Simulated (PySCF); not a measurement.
**C3H15N3Si2 (SMILES CC(C)N[SiH2]N[SiH2]N): density, localisation and related maps**

The calculation's input:

```
{"job": {"kind": "nmr", "xc": "PBE0", "basis": "pcSseg-1"}, "charge": 0, "multiplicity": 1}
C     -3.028938     1.195971    -0.577271
C     -2.156285    -0.059013    -0.562990
C     -2.787192    -1.144181     0.312106
N     -0.823164     0.279879    -0.125375
Si     0.561172    -0.638233    -0.557021
N      1.866981     0.211851     0.188849
Si     3.533655    -0.259628     0.183010
N      4.515993     0.728915     1.198225
H     -2.577588     1.956016    -1.209261
H     -3.125063     1.595605     0.430662
H     -4.021895     0.967601    -0.955753
H     -2.060844    -0.442442    -1.583535
H     -2.875469    -0.793229     1.338770
H     -3.777673    -1.403886    -0.053056
H     -2.163301    -2.033876     0.303314
H     -0.840160     0.679888     0.802536
H      0.647440    -2.021370    -0.066353
H      0.600508    -0.637785    -2.025088
H      1.697451     1.195637     0.328311
H      4.129998    -0.145370    -1.150183
H      3.587253    -1.611147     0.728912
H      4.309644     0.760702     2.183255
H      4.782723     1.645080     0.878016
```

Command:

```sh
OMP_NUM_THREADS=1 python probes_run.py task.json out
```

Geometry: GFN2-xTB.

All numbers below come from PBE0/pcSseg-1, SCF density, gas phase, non-relativistic in PySCF.

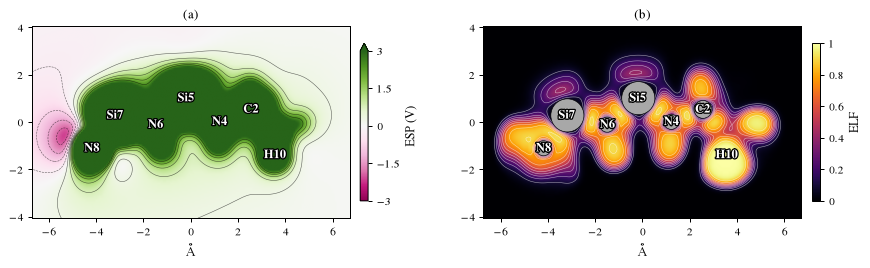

Figure 1. (a) electrostatic potential; (b) ELF on the plane of atoms C2, N4 and Si5. Grey discs cover the atomic cores in the ELF map.

Question: Interpret the plot.

Answer: Atoms in the plane: C, N, Si and H. C–N (1.44 Å): the ELF peaks at about 0.90 between the atoms: localised, covalent bonding. Si–N (1.72 Å): the ELF peaks at about 0.90 between the atoms, as expected for a shared but strongly polarised pair. The ELF also peaks beside N8, away from the bonds: lone-pair regions. Outside the dense part of the molecule the potential is most negative (−2.1 V) near N8.

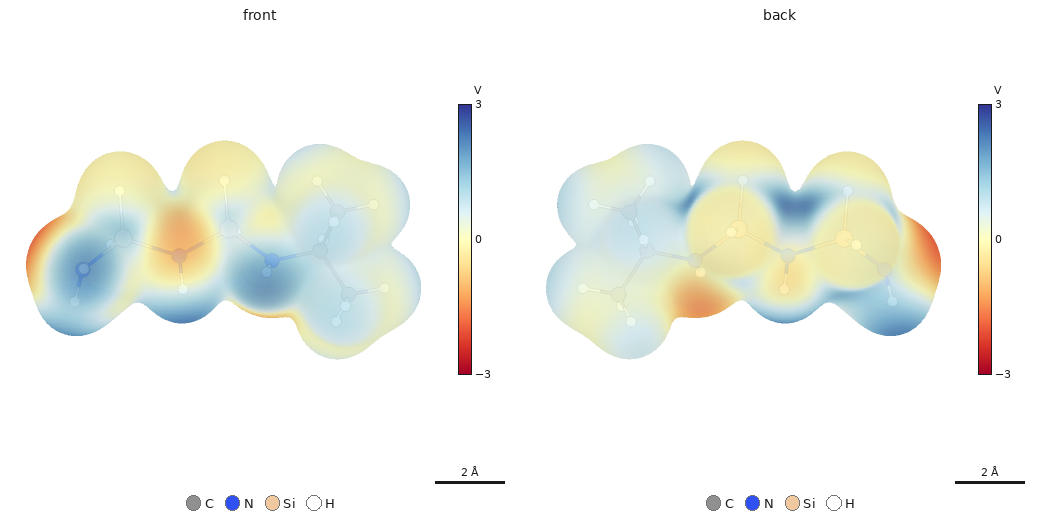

Figure 2. The electrostatic potential painted on the density surface at 0.004 e/bohr³, seen from the front and from behind; red is negative and blue positive.

Question: Describe the electrostatic potential map.

Answer: The most negative region (about −1.7 V) lies over N8, the most positive (about +2.2 V) over Si5, Si7, H19 and H23. N8 is the likeliest acceptor of a hydrogen bond.

Question: How polar is the molecule by this calculation?

Answer: Its dipole moment is 2.52 D.
